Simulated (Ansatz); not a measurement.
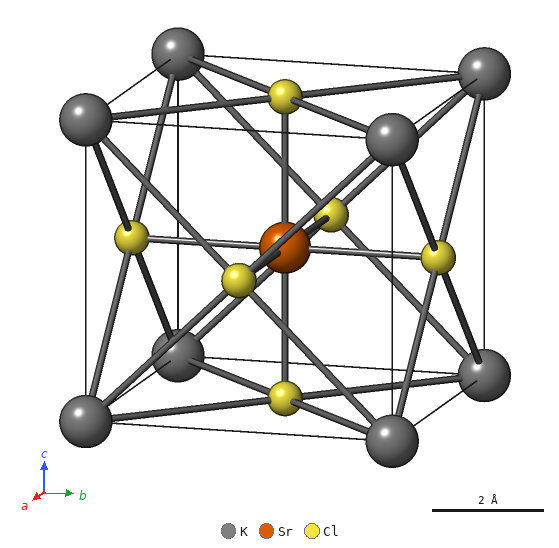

This ball-and-stick model is shown slightly off an axis. One conventional unit cell is framed, with atoms on its boundary repeated.

KSrCl₃, space group P4/mmm (No. 123), a = 5.805 Å, b = 5.805 Å, c = 5.605 Å, α = 90.00°, β = 90.00°, γ = 90.00°. Origin of the cell: a structure type filled with these elements by a generator (whether the compound takes this form wasn't checked). The cell was then strained or its atoms displaced on purpose. It went into a calculation with Ansatz.

This one geometry was computed with Ansatz (DFT, plane waves, PAW) at three levels of theory: r2SCAN, HSE06 and PBE. It was relaxed with r2SCAN and then strained.

> How does the band gap change with the level of theory?

PBE: a gap of 4.37 eV, indirect; r2SCAN: a gap of 5.08 eV, indirect; HSE06: a gap of 5.63 eV, indirect.

> Collect the results in a table.

| level | cutoff (eV) | k-mesh of the run's cell | gap (eV) | pressure (GPa) |
| --- | --- | --- | --- | --- |
| r2SCAN | 500 | 4×4×4 | 5.08 | -1.0 |
| HSE06 | 420 | 4×4×4 | 5.63 | -0.8 |
| PBE | 420 | 4×4×4 | 4.37 | -0.5 |

Gaps are taken on the k-mesh or band path of each run.
